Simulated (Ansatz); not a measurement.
Effect of S → Mo on hypothetical P6_3/mmc PbS

The parent structure is PbS (space group P6_3/mmc, No. 194; a = 5.001 Å, c = 5.982 Å; a hypothetical phase, not in the database extracts checked).

Modification: every S is replaced by Mo, then cell and atoms are relaxed.

Calculations: r2SCAN (Ansatz, a quantum-chemistry and plane-wave program; PAW; 500 eV plane waves; without spin-orbit coupling). Γ-centred 11×11×9 mesh, Fermi–Dirac width 0.05 eV, for the changed cell.

The volume per atom shrinks by 5.16 Å³ (32.39 Å³ → 27.23 Å³) and the density rises by 3.11 g/cm³ (6.13 g/cm³ → 9.24 g/cm³). The c/a ratio falls by 0.047 to 1.149 and the space group is still P6_3/mmc (No. 194). The shortest interatomic distance shrinks by 0.139 Å, from 2.887 Å to 2.748 Å and the band gap becomes zero (base: 1.73 eV).

Final structure:

```xyz
4
Lattice="4.7833 0.0000 0.0000 -2.3916 4.1424 0.0000 0.0000 0.0000 5.4970" Properties=species:S:1:pos:R:3 pbc="T T T"
Pb     2.3916     1.3808     1.3742
Pb     0.0000     2.7616     4.1227
Mo     2.3916     1.3808     4.1227
Mo     0.0000     2.7616     1.3742
```

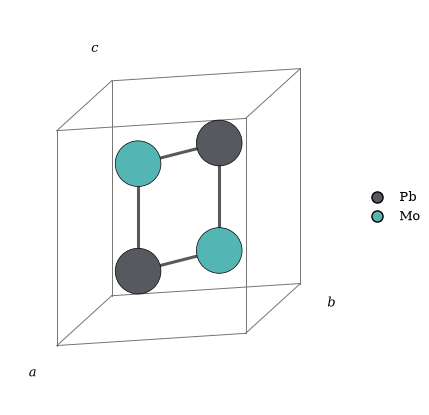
Fig. 1. The relaxed conventional cell after the change

Cost of the whole job for the changed cell (relaxation, final SCF and bands): roughly 8 core-minutes.

With Pb present, leaving out spin-orbit coupling can change the band edges. Whether these cells are dynamically stable was not tested. As relaxed here, MoPb is a hypothetical phase, not in the database extracts checked. The base started in P6_3mc and relaxed to P6_3/mmc at this level. The final runs are not spin-polarised. MoPb has a high density of states at the Fermi level and may be magnetic at this level.
